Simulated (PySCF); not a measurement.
C3H11OSi3 (doublet)

| atom | x (Å) | y (Å) | z (Å) |
| --- | --- | --- | --- |
| Si | -2.1592 | 1.5788 | 0.4402 |
| O | -1.8420 | 0.2116 | -0.3794 |
| Si | -1.3586 | -1.1091 | -1.1679 |
| C | 0.1473 | -1.8743 | -0.2958 |
| Si | 1.6473 | -0.7434 | -0.0666 |
| C | 1.7662 | 0.9167 | -0.9457 |
| C | 1.4587 | 1.0196 | 0.5600 |
| H | -2.9731 | 1.1972 | 1.5863 |
| H | -2.7610 | 2.5062 | -0.5074 |
| H | -1.0279 | -0.6886 | -2.5302 |
| H | -2.5025 | -2.0255 | -1.1392 |
| H | -0.1537 | -2.2500 | 0.6825 |
| H | 0.4609 | -2.7467 | -0.8679 |
| H | 2.8978 | -1.4313 | 0.2475 |
| H | 0.9686 | 1.2346 | -1.6024 |
| H | 2.7191 | 1.3197 | -1.2586 |
| H | 0.4727 | 1.4105 | 0.8072 |
| H | 2.2306 | 1.4804 | 1.1609 |

Geometry: GFN2-xTB.

Level of theory: PySCF 2.14.0, density-fitted response routines, UKS B3LYP, pcH-1 on C H O Si, non-relativistic, mean-field spin-orbit, GIAO.

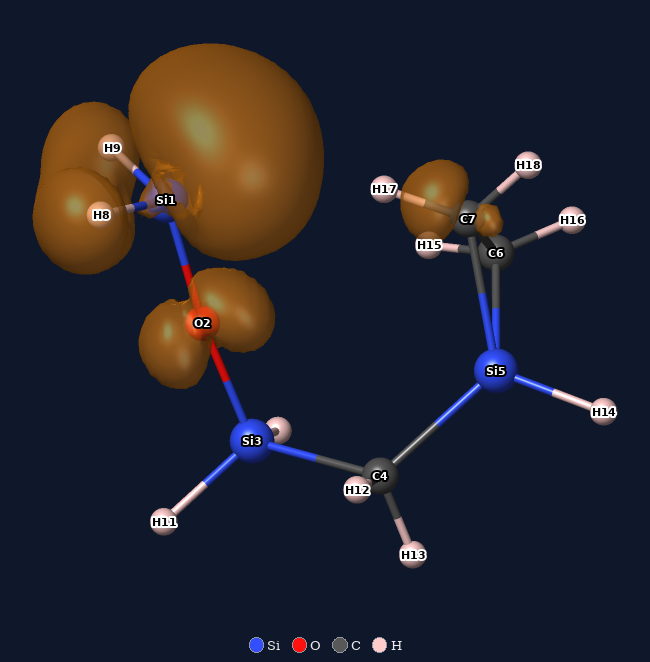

Figure 1. Isosurfaces of the spin density at +0.015 (orange) and −0.015 e/Å³ (purple), seen across its widest extent.

> Which atoms carry the spin?

The unpaired spin (1 electron) lies mostly on Si1 (about 0.7), H8 (about 0.1) and O2 (about 0.1), in electrons by Hirshfeld's partition. Only one sign reaches the isovalue.

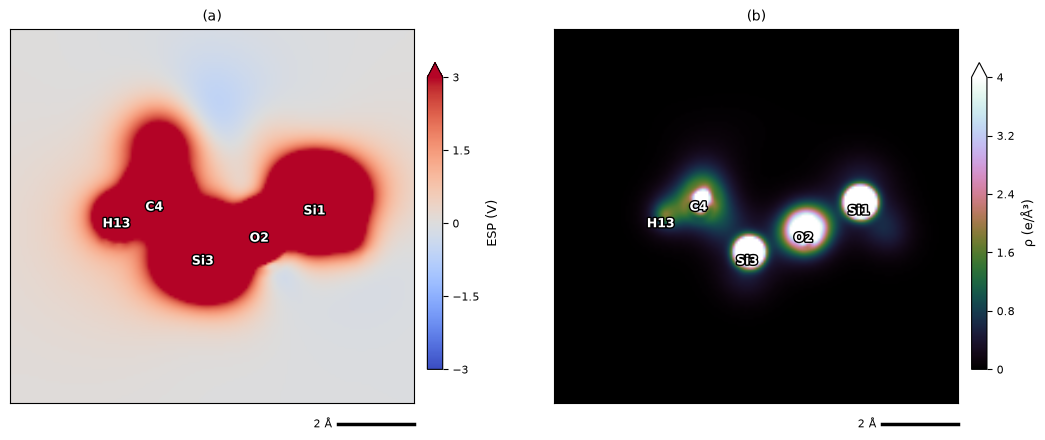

Figure 2. (a) molecular electrostatic potential; (b) total electron density on the plane of atoms O2, Si3 and C4.

> What do the fields say about this system?

Atoms in the plane: Si, O, C and H.
Si–O (1.61 Å): the density is about 0.73 e/Å³ at the midpoint.
C–Si (1.90 Å): the density is about 0.69 e/Å³ at the midpoint.
C–H (1.09 Å): ρ at the midpoint is about 1.4 e/Å³.
Outside the dense part of the molecule the potential is most negative (−0.6 V) near C7, which lies off the plane.

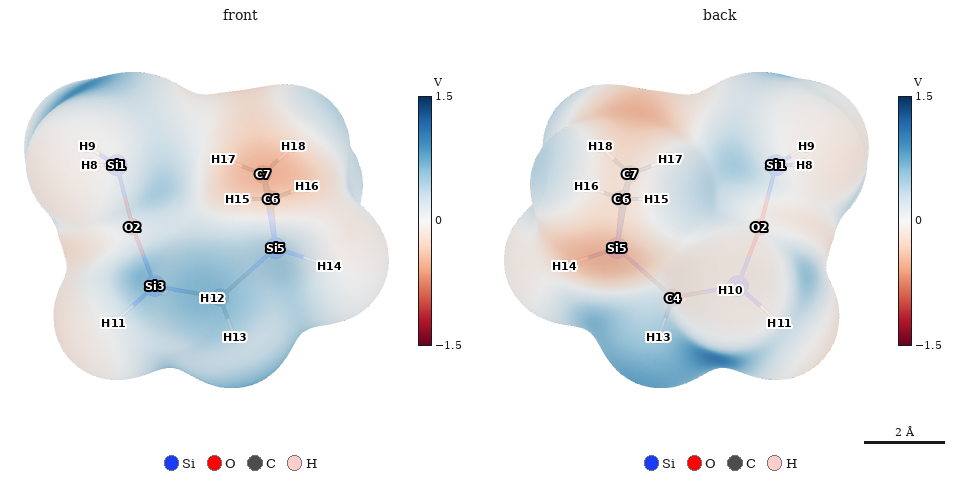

Figure 3. The molecular electrostatic potential painted on the density surface at 0.001 e/bohr³, seen from the front and from behind; the colour scale runs from red (negative) to blue (positive).

> Describe the electrostatic potential map.

The most negative region (about −0.5 V) lies over C6 and C7, the most positive (about +1.0 V) over Si1 and Si3.
